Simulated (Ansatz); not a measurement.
## CdC2 in Pmn2_1, a phase reached by a soft mode: following an unstable mode

Wanted: the energy along a soft mode of CdC2 in Pmn2_1, a phase reached by a soft mode and the structure at the end.

Method: DFT PBE, scalar-relativistic, plane waves, norm-conserving pseudopotentials, in Ansatz 0.2.0.

The structure was built from a prototype and need not be the compound's stable phase.

## Step 1: The structure

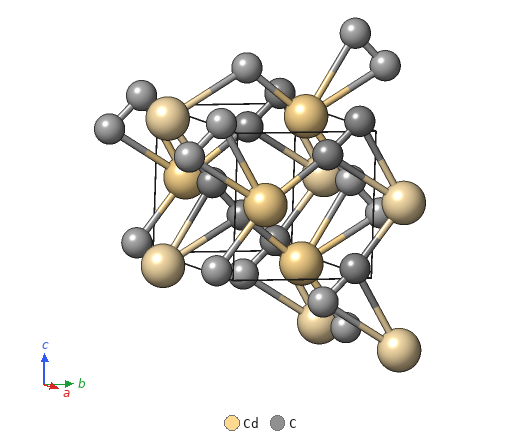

Start, viewed slightly off an axis; cadmium orange, carbon grey. Some periodic images of atoms are drawn too.

Coordinates:

```cif
data_structure
_symmetry_space_group_name_H-M 'P 1'
_symmetry_Int_Tables_number 1
_cell_length_a 5.9203
_cell_length_b 3.9644
_cell_length_c 3.9643
_cell_angle_alpha 90.000
_cell_angle_beta 90.000
_cell_angle_gamma 90.000
_cell_volume 93.05
loop_
_atom_site_label
_atom_site_type_symbol
_atom_site_fract_x
_atom_site_fract_y
_atom_site_fract_z
_atom_site_occupancy
Cd1 Cd 0.00000 0.21742 0.50903 1
Cd2 Cd 0.50000 0.78258 0.00903 1
C3 C 0.00000 0.65663 0.84490 1
C4 C 0.50000 0.11970 0.56861 1
C5 C 0.00000 0.88030 0.06861 1
C6 C 0.50000 0.34337 0.34490 1
```

## Step 2: Modes at Γ

This phase was reached earlier by freezing in an unstable mode of a structure of higher symmetry and relaxing. Its zone-centre modes can show that it is still unstable.

The input, input.yaml:

```yaml
crystal:
  lattice:
    - [5.9203150559, 0.0, 0.0]
    - [0.0, 3.9644499121, 0.0]
    - [0.0, 0.0, 3.9643213079]
  atoms:
    - { symbol: Cd, position: [0.0, 0.2174158645, 0.5090318716] }
    - { symbol: Cd, position: [0.5, 0.7825841355, 0.0090318716] }
    - { symbol: C, position: [0.0, 0.656625181, 0.8449016569] }
    - { symbol: C, position: [0.5, 0.1196952958, 0.5686057337] }
    - { symbol: C, position: [0.0, 0.8803047042, 0.0686057337] }
    - { symbol: C, position: [0.5, 0.343374819, 0.3449016569] }
kpoints:
  mp_grid: { grid: [4, 6, 6] }
hamiltonian:
  xc: pbe
  pseudopotentials: { kind: nc }
scf:
  occupations: { method: fixed }
output:
  eigenvalues: true
phonons:
  method: dfpt
  dielectric: true
  rigid_motions: translations
```

Run with:

```console
$ ansatz run input.yaml --threads 8 --pin off --max-ram 14336MiB --backend cpu --events-out ev --progress --plain --runs-dir out
```

Numbers of over 12 decimals in the logs are rounded to 6 here.

Log:

```text
Engine: ansatz 0.2.0, x86_64-unknown-linux-gnu
Pseudopotentials: kind: nc
Pseudopotential: Cd, nc, valence charge 20, recommended cutoff 1071 eV (normal), Cd.nc.azcp
Pseudopotential: C, nc, valence charge 4, recommended cutoff 1115.666836 eV (normal), C.nc.azcp
Functional definition: PBE
  parameter kappa = 0.804
  parameter beta = 0.066725
  exchange = pbe_x(kappa = kappa, mu = beta*pi^2/3)
  correlation = pbe_c(beta = beta)
Crystal: 6 atoms, lattice volume = 93.046 Å³
Basis set: ecut = 1115.666836 eV, 7845 PW (Γ), exchange–correlation on 144×90×96 points (8 copies of the dense FFT grid, shifted against one another)
Bands: 34, of which v1, the nominal top of the filled ones, is band 28 counted from 1 (27 counted from 0)
Symmetry: 4 space group operations
k-points: 76 of 144 (irreducible under 1 space group operation, time reversal used)
Non-local potential: Cd, projectors of the file, l = 0: 2, l = 1: 2, l = 2: 2, l = 3: 1
Non-local potential: C, projectors of the file, l = 0: 2, l = 1: 2
Initial density: superposition of atomic densities (chi_scale 0.1, normalization cell, long waves kept (reshape's long-wave potential 0.00 eV rms))
Initial wavefunctions: pseudopotential atomic-orbital guess
Functional: x = pbe(κ = 0.804, μ = 0.219515), c = pbe(β = 0.066725)
SCF iter   1: F=—  HF=-10187.751950 eV  |F-HF|=—  |Δ(HF+E_count)|=         —  Δρ=9.79e-2  dr2=9.23e0  ethr=3.10e-3  ⟨swp⟩=5.0  Hψ=10103  notcnv=0  defer=270
preconditioner: auto → Resta (q_TF=auto, 2.507 Å⁻¹)  ε∞=6.0  [insulator: Δε(μ)=4.282 eV  Ē_g=10.879 eV  n_scr=28 (ndim 8)  ℏωp=24.3 eV  f_vac=0.000  ε∞_Penn≈6.0]
SCF iter   2: F=—  HF=-10184.998754 eV  |F-HF|=—  |Δ(HF+E_count)|=    2.75e0  Δρ=4.36e-2  dr2=1.65e0  ethr=3.10e-3  ⟨swp⟩=3.0  Hψ=5320  notcnv=0  defer=179
SCF iter   3: F=—  HF=-10184.470564 eV  |F-HF|=—  |Δ(HF+E_count)|=   5.28e-1  Δρ=8.00e-3  dr2=3.52e-2  ethr=2.95e-3  ⟨swp⟩=3.0  Hψ=5094  notcnv=0  defer=268
SCF iter   4: F=—  HF=-10184.476221 eV  |F-HF|=—  |Δ(HF+E_count)|=   5.66e-3  Δρ=1.78e-3  dr2=4.27e-3  ethr=6.29e-5  ⟨swp⟩=3.1  Hψ=3617  notcnv=0  defer=304
SCF iter   5: F=—  HF=-10184.477079 eV  |F-HF|=—  |Δ(HF+E_count)|=   8.58e-4  Δρ=8.57e-4  dr2=7.72e-4  ethr=7.63e-6  ⟨swp⟩=3.0  Hψ=4313  notcnv=0  defer=304
SCF iter   6: F=—  HF=-10184.477143 eV  |F-HF|=—  |Δ(HF+E_count)|=   6.40e-5  Δρ=3.34e-4  dr2=9.99e-5  ethr=1.38e-6  ⟨swp⟩=2.1  Hψ=4138  notcnv=0  defer=304
SCF iter   7: F=—  HF=-10184.477194 eV  |F-HF|=—  |Δ(HF+E_count)|=   5.16e-5  Δρ=8.04e-5  dr2=5.24e-6  ethr=1.78e-7  ⟨swp⟩=2.0  Hψ=3977  notcnv=0  defer=303
SCF iter   8: F=—  HF=-10184.477212 eV  |F-HF|=—  |Δ(HF+E_count)|=   1.75e-5  Δρ=2.85e-5  dr2=5.24e-7  ethr=9.35e-9  ⟨swp⟩=3.1  Hψ=5942  notcnv=0  defer=280
SCF iter   9: F=—  HF=-10184.477212 eV  |F-HF|=—  |Δ(HF+E_count)|=   2.86e-7  Δρ=5.86e-6  dr2=2.55e-8  ethr=9.35e-10  ⟨swp⟩=2.0  Hψ=4442  notcnv=0  defer=280
SCF iter  10: F=—  HF=-10184.477212 eV  |F-HF|=—  |Δ(HF+E_count)|=   2.43e-8  Δρ=1.18e-6  dr2=1.42e-9  ethr=4.55e-11  ⟨swp⟩=2.2  Hψ=4032  notcnv=0  defer=280
SCF iter  11: F=-10184.477212 eV  HF=-10184.477212 eV  |F-HF|=2.36e-11  |Δ(HF+E_count)|=  8.00e-10  Δρ=1.88e-7  dr2=3.17e-11  ethr=1.00e-12  ⟨swp⟩=17.4  Hψ=23370  notcnv=0
SCF 1 converged in 11 iterations: F = -10184.477212 eV  dr2 = 3.17e-11
DFPT response loops at Γ: preconditioner auto → Resta (q_TF=auto, 2.507 Å⁻¹)  ε∞=4.2 (no band partly filled); β = 1.00, the filter's whole step (`scf.mixing.beta` (0.50) is not read by the response loops at its default; to damp them type it under 1.00, their step now; it binds the ground state too); Broyden in place of MSR1
── the response to a field inside a basis, on 4×6×6 k-points: an SCF that follows is theirs, and a resumed run solves both again ──
Bands: 29, of which v1, the nominal top of the filled ones, is band 28 counted from 1 (27 counted from 0)
k-points: 18 of 144 (time reversal used)
Initial density: handed on by an earlier stage of this run
Initial wavefunctions: pseudopotential atomic-orbital guess (no wavefunctions were taken with the density)
Eigensolver: Dense (18 Hₖ)
SCF iter   1: F=—  HF=-10184.415276 eV  |F-HF|=—  |Δ(HF+E_count)|=         —  Δρ=4.53e-4  dr2=1.95e-5  ethr=1.00e-1
preconditioner: auto → Resta (q_TF=auto, 2.507 Å⁻¹)  ε∞=7.2  [insulator: Δε(μ)=3.484 eV  Ē_g=9.758 eV  n_scr=28 (ndim 8)  ℏωp=24.3 eV  f_vac=0.030  ε∞_Penn≈7.2]
SCF iter   2: F=—  HF=-10184.415314 eV  |F-HF|=—  |Δ(HF+E_count)|=   3.80e-5  Δρ=2.32e-4  dr2=5.48e-6  ethr=3.48e-8
SCF iter   3: F=-10184.415330 eV  HF=-10184.415330 eV  |F-HF|=4.24e-8  |Δ(HF+E_count)|=   1.59e-5  Δρ=1.42e-5  dr2=7.52e-8  ethr=9.79e-9
SCF 1 converged in 3 iterations: F = -10184.415330 eV  dr2 = 7.52e-8
DFPT response loops at Γ: mixed as the last ones told, above
SCF converged after 11 iterations
Free energy (F): -10184.477212 eV
Harris-Foulkes:  -10184.477212 eV  (|F-HF|=2.36e-11)
Internal energy: -10184.477212 eV  (E = F + TS)
E sigma→0 (E₀):  -10184.477212 eV
Fermi energy:    6.925074 eV
--- Per-component energies (eV) ---
  E_band       = -989.014182
  E_kinetic    = 3691.755995
  E_local      = -10273.735489  (includes V_loc(G=0)·N_el)
  E_nonlocal   = 338.592728
  E_hartree    = 3323.436810
  E_xc         = -1546.691839
  E_vxc        = -1392.501258  (∫ρ·V_xc dr)
  E_ewald      = -5717.835416
  E_smearing   = -0.000000  (= −TS)
  E_closure    = -0.000000  (closes the sum)
  Σ components = -10184.477212   (vs F -10184.477212, Δ=0.00e0)
--- Band table (eV; the first three rows and the last of 76) ---
  k-point 0: bands = [... 24 lower, 4.5019, 5.8694, 5.9278, 5.9696, 10.5548, 11.7072, 12.8802, 12.9641, ... 2 higher]
  k-point 1: bands = [... 24 lower, 4.6546, 5.9181, 6.0175, 6.0571, 10.8551, 11.7741, 12.3762, 12.6220, ... 2 higher]
  k-point 2: bands = [... 24 lower, 5.0113, 5.6580, 6.0954, 6.1452, 11.3160, 11.6692, 11.7279, 11.9816, ... 2 higher]
  k-point 75: bands = [... 24 lower, 4.3557, 4.3557, 6.6933, 6.6933, 11.8334, 11.8334, 12.0059, 12.0059, ... 2 higher]
--- Phonons (Γ-DFPT): 9 representative perturbations + reference, on 76 of 144 k-points (Σ response iterations 30) ---
  k mesh reduced under 1 symmetry operation, with k and −k counted as one. Each operation leaves every solved perturbation unchanged. A smaller set is not considered because the run solves the response to a homogeneous field
  ASR residual: 5.882e-4 → 0.000e0 eV/Å²; symmetrization residual: 3.096e-6 eV/Å²
  ASR residual per site (eV/Å²): 5.88e-4 5.88e-4 5.83e-5 3.50e-5 3.50e-5 5.83e-5
  Γ frequencies (cm⁻¹): -58.77 0.00 0.00 0.00 45.82 50.37 52.47 137.17 137.65 257.31 260.92 288.27 367.35 373.14 444.02 445.61 1922.67 1923.97
  ε∞ (high-frequency dielectric tensor):
        4.139933     0.000000     0.000000
        0.000000     5.059206     0.000000
        0.000000     0.000000     5.075284
  softest optical mode at Γ: -58.77 cm⁻¹; the repairs (sum rule, projections) moved no ω² at Γ by more than (1.76 cm⁻¹)²
  Born effective charges Z* (e; rows j = field, columns β = displacement):
    site 0:
         2.28712    0.00000    0.00000
         0.00000    2.26717   -0.10729
         0.00000   -0.11062    2.28061
    site 1:
         2.28712    0.00000    0.00000
         0.00000    2.26717    0.10729
         0.00000    0.11062    2.28061
    site 2:
        -1.08696    0.00000    0.00000
        -0.00000   -0.95903    0.21868
         0.00000   -0.01484   -1.30203
    site 3:
        -1.20016    0.00000   -0.00000
        -0.00000   -1.30815    0.02419
         0.00000   -0.21253   -0.97858
    site 4:
        -1.20016    0.00000   -0.00000
         0.00000   -1.30815   -0.02419
        -0.00000    0.21253   -0.97858
    site 5:
        -1.08696    0.00000    0.00000
         0.00000   -0.95903   -0.21868
         0.00000    0.01484   -1.30203
  Z* charge neutrality: 5.599e-3 e pre-enforcement
  solved inside a basis spanned on kpoints, on 4×6×6 k-points, its susceptibility summed on 6×10×10: ε∞ is read to err by 1.6e-2, Z* by 2.4e-2 e (field_mesh: kpoints solves on kpoints); Z* is corrected for what the basis lacks
  optical modes at Γ without the LO–TO term, one row a degenerate level:
      ω (cm⁻¹)  modes    IR ((D/Å)²/amu)
        -58.77      1            12.2193
         45.82      1             0.0000
         50.37      1             0.1520
         52.47      1             0.1355
        137.17      1             7.3242
        137.65      1             7.1504
        257.31      1             0.0000
        260.92      1             0.0000
        288.27      1             0.0000
        367.35      1             1.2279
        373.14      1             1.4527
        444.02      1             3.5417
        445.61      1             3.3706
       1922.67      1             0.2598
       1923.97      1             0.2985
  optical modes at Γ + LO–TO along q̂ = [1.0000, 0.0000, 0.0000]:
      ω (cm⁻¹)  modes    IR ((D/Å)²/amu)
         45.82      1             0.0000
         50.37      1             0.1520
         52.47      1             0.1355
        137.17      1             7.3242
[...]
optical modes at Γ + LO–TO along q̂ = [0.0000, 1.0000, 0.0000]:
      ω (cm⁻¹)  modes    IR ((D/Å)²/amu)
[...]
optical modes at Γ + LO–TO along q̂ = [0.0000, 0.0000, 1.0000]:
      ω (cm⁻¹)  modes    IR ((D/Å)²/amu)
[...]
52.47      1             0.1355
        137.65      1             7.1504
        217.83      1             5.2560
        257.31      1             0.0000
        260.92      1             0.0000
        288.27      1             0.0000
        373.14      1             1.4527
        374.78      1             1.1679
        445.61      1             3.3706
        466.99      1             5.7989
       1922.97      1             0.2680
       1923.97      1             0.2985
```

The job ended after 84 s (8 threads of Intel Xeon 6975P-C (Granite Rapids), shared host; peak memory 4.2 GiB; 11 min of CPU time).

The column dr2 measures how far the density is from self-consistency, as an energy; F and HF (Harris–Foulkes) agree once it is small.

This step gave:

```yaml
gap_on_the_k_mesh: 3.433 eV
volume_per_atom: 15.51 Å³
sum_rule_residual_before_enforcement: 5.88e-4 eV/Å²
miss_of_the_charge_sum_rule: 0.005599 e
estimated_error_of_the_dielectric_tensor: 0.01618
estimated_error_of_the_born_charges: 0.02430 e
point_group: mm2
highest_optical_mode_at_the_zone_centre_no_lo_to_term: 1924 cm⁻¹
lowest_optical_zone_centre_mode: -58.77 cm⁻¹
mean_high_frequency_dielectric_constant: 4.758
largest_born_charge_third_of_the_trace: 2.278 e
top_of_the_zone_centre_spectrum_with_the_field: 1924 cm⁻¹
```

Without the LO-TO term. Patterns of degenerate modes are one choice out of their space. The modes at Γ (shares of kinetic energy by element, %) (negative means imaginary):

```tsv
mode	frequency (cm⁻¹)	symmetry	Cd %	C %
1	-58.8	B1	18	82
2	0.0	acoustic	82	18
3	0.0	acoustic	82	18
4	0.0	acoustic	82	18
5	45.8	A2	98	2
6	50.4	A1	90	10
7	52.5	B2	90	10
8	137.2	A1	11	89
9	137.7	B2	11	89
10	257.3	A2	0	100
11	260.9	B1	0	100
12	288.3	A2	2	98
13	367.4	A1	4	96
14	373.1	B2	4	96
15	444.0	A1	13	87
16	445.6	B2	13	87
17	1922.7	A1	0	100
18	1924.0	B2	0	100
```

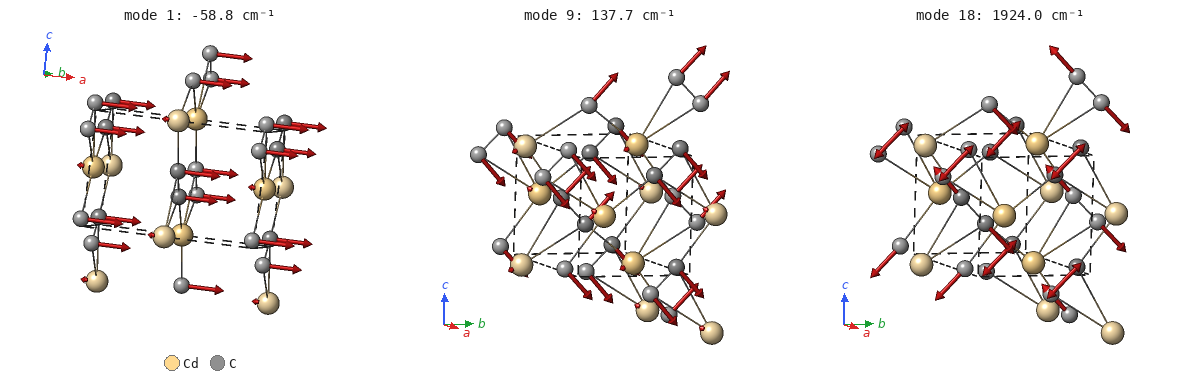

Displacement patterns of modes 1, 9 and 18 at Γ; arrows are exaggerated. Some periodic images of atoms are drawn too.

Before it was imposed, the acoustic sum rule was missed by 5.9e-4 eV/Å² and the charge sum rule by 0.0056 e. Small misses are needed for a sound result but don't prove that mesh and cutoff are converged. The lowest optical mode is imaginary, 58.8i cm⁻¹, so the energy falls along it.

## Step 3: The mode frozen in, largest atomic shift 0 Å

The mode followed lies at Γ with frequency 58.8i cm⁻¹, the softest among the wavevectors solved. At small amplitude the distorted cell has space group no. 7 by a symmetry search on the positions. The undistorted cell that holds it gives the zero of energy on the same k mesh.

Edit input.yaml of step 2 so:

```diff
@@ -18,8 +18,6 @@
 scf:
-  occupations: { method: fixed }
+  occupations: { method: gaussian, width: 0.02 }
 output:
+  forces: true
+  stress: true
   eigenvalues: true
-phonons:
-  method: dfpt
-  dielectric: true
-  rigid_motions: translations
```

Log:

```text
[...]
Crystal: 6 atoms, lattice volume = 93.046 Å³
Basis set: ecut = 1115.666836 eV, 7845 PW (Γ), exchange–correlation on 144×90×90 points (8 copies of the dense FFT grid, shifted against one another)
Bands: 34, of which v1, the nominal top of the filled ones, is band 28 counted from 1 (27 counted from 0)
Symmetry: 4 space group operations
[...]
k-point 0: bands = [... 24 lower, 4.5019, 5.8695, 5.9278, 5.9697, 10.5548, 11.7072, 12.8803, 12.9641, ... 1 higher]
  k-point 1: bands = [... 24 lower, 4.6546, 5.9181, 6.0175, 6.0571, 10.8550, 11.7741, 12.3762, 12.6220, ... 1 higher]
  k-point 2: bands = [... 24 lower, 5.0113, 5.6580, 6.0954, 6.1452, 11.3160, 11.6692, 11.7280, 11.9816, ... 1 higher]
  k-point 47: bands = [... 24 lower, 4.3557, 4.3557, 6.6933, 6.6933, 11.8334, 11.8334, 12.0059, 12.0059, ... 1 higher]
[key lines of the parts left out:]
SCF converged after 9 iterations
Free energy (F): -10184.477212 eV
Fermi energy:    8.641615 eV
P = ⅓ Tr σ = 0.0047 GPa (0.047 kbar)
```

Run time: 3 s. Hardware: 8 threads; peak memory 0.99 GiB.

Numbers from this step:

```yaml
pressure: 0.004664 GPa
energy_from_the_undistorted_cell: 0 meV/atom
```

At this level the gap is 3.43 eV on the k-mesh of the self-consistent run, which can miss the band edges.

## Step 4: The mode frozen in, largest atomic shift 0.32 Å

The atoms are moved along the unstable eigenvector, the largest shift by 0.32 Å, with the cell fixed.

input.yaml, the sections that differ from step 3:

```yaml
crystal:
  lattice:
    - [5.9203150559, 0.0, 0.0]
    - [0.0, 3.9644499121, 0.0]
    - [0.0, 0.0, 3.9643213079]
  atoms:
    - { symbol: Cd, position: [0.0109973264, 0.2174158645, 0.5090318716] }
    - { symbol: Cd, position: [0.5109973264, 0.7825841355, 0.0090318716] }
    - { symbol: C, position: [-0.0488755938, 0.656625181, 0.8449016569] }
    - { symbol: C, position: [0.4459488225, 0.1196952958, 0.5686057337] }
    - { symbol: C, position: [-0.0540511775, 0.8803047042, 0.0686057337] }
    - { symbol: C, position: [0.4511244062, 0.343374819, 0.3449016569] }
# kpoints, hamiltonian, scf, output: as in step 3
```

Log:

```text
[...]
Crystal: 6 atoms, lattice volume = 93.046 Å³
Basis set: ecut = 1115.666836 eV, 7845 PW (Γ), exchange–correlation on 144×90×90 points (8 copies of the dense FFT grid, shifted against one another)
Bands: 34, of which v1, the nominal top of the filled ones, is band 28 counted from 1 (27 counted from 0)
Symmetry: 2 space group operations
[...]
--- Band table (eV; the first three rows and the last of 56) ---
  k-point 0: bands = [... 24 lower, 4.5873, 5.8590, 5.9382, 6.0996, 10.5162, 11.6065, 12.6329, 12.6369]
  k-point 1: bands = [... 24 lower, 4.8499, 5.9174, 6.0292, 6.0575, 10.8420, 11.7024, 12.1857, 12.2782]
  k-point 2: bands = [... 24 lower, 5.2815, 5.5600, 6.0286, 6.1461, 11.2995, 11.4421, 11.8108, 11.8804]
  k-point 55: bands = [... 24 lower, 4.3520, 4.3722, 6.4557, 6.7751, 11.4388, 11.5540, 11.9629, 12.2344]
[key lines of the parts left out:]
SCF converged after 9 iterations
Free energy (F): -10184.490298 eV
Fermi energy:    8.583198 eV
P = ⅓ Tr σ = -0.1734 GPa (-1.734 kbar)
```

Elapsed: 3.7 s, on 8 threads; peak memory 1 GiB; 27 s of CPU time.

Numbers from this step:

| Property | Result |
| --- | --- |
| pressure | -0.1734 GPa |
| gap on the k-mesh | 3.483 eV |
| energy from the undistorted cell | -2.181 meV/atom |

The energy, extrapolated to zero smearing, is -2.18 meV/atom against the undistorted cell.

The run ends at a pressure of -0.17 GPa, with forces up to 0.23 eV/Å.

## Step 5: Energy along the mode, all amplitudes (two of the runs are shown above)

An imaginary frequency means negative curvature, so the energy should fall and then rise again as anharmonic terms take over.

This step gave:

- depth at the lowest point sampled: 2.181 meV/atom
- largest atomic shift at that point: 0.32 Å

Energy from the parent against largest atomic shift:

```tsv
largest atomic shift (Å)	energy from the parent (meV/atom)
0.000	0
0.040	-0.089
0.080	-0.347
0.140	-0.987
0.220	-1.99
0.320	-2.18
0.450	4.77
```

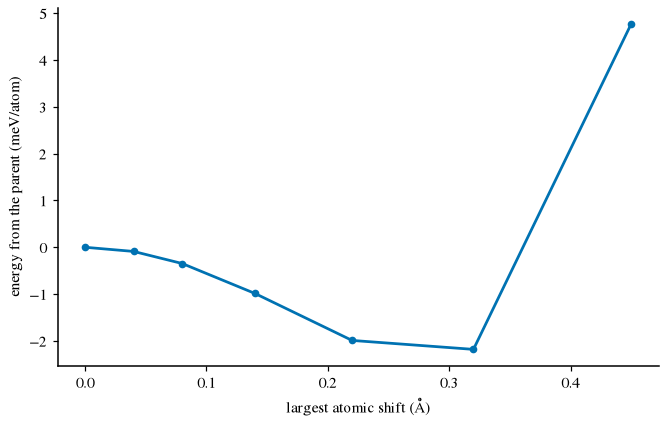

Energy from the parent against largest atomic shift.

Displacement at unit largest shift by atom:

```tsv
atom	x (Å)	y (Å)	z (Å)	size
Cd1	0.20	0.00	0.00	0.20
Cd2	0.20	0.00	0.00	0.20
C3	-0.90	0.00	0.00	0.90
C4	-1.00	0.00	0.00	1.00
C5	-1.00	0.00	0.00	1.00
C6	-0.90	0.00	0.00	0.90
```

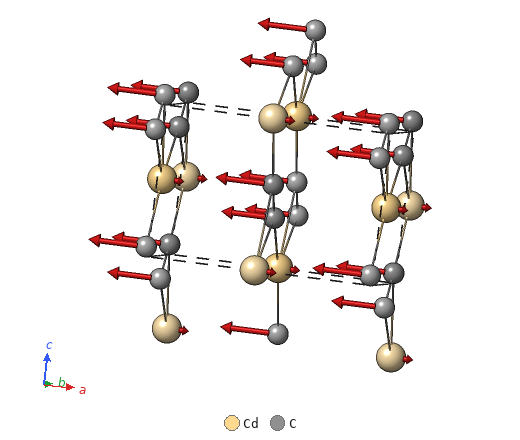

Displacement at unit largest shift as arrows, the longest 1 Å. Some periodic images of atoms are drawn too.

The lowest of the steps tried is at 0.32 Å, 2.18 meV/atom below the parent; the bottom of the well need not coincide with a step.

[end of part 1 of 3]

[Logs are printed without paths, hosts, clocks, repeated set-up lines and the standing remarks that a program may print on its own settings, such as how far it seeks lower states.]

[Hosts, paths, dates, database ids (printed as entryN), source tags and the programs' standing remarks are cut or masked in the printed files.]
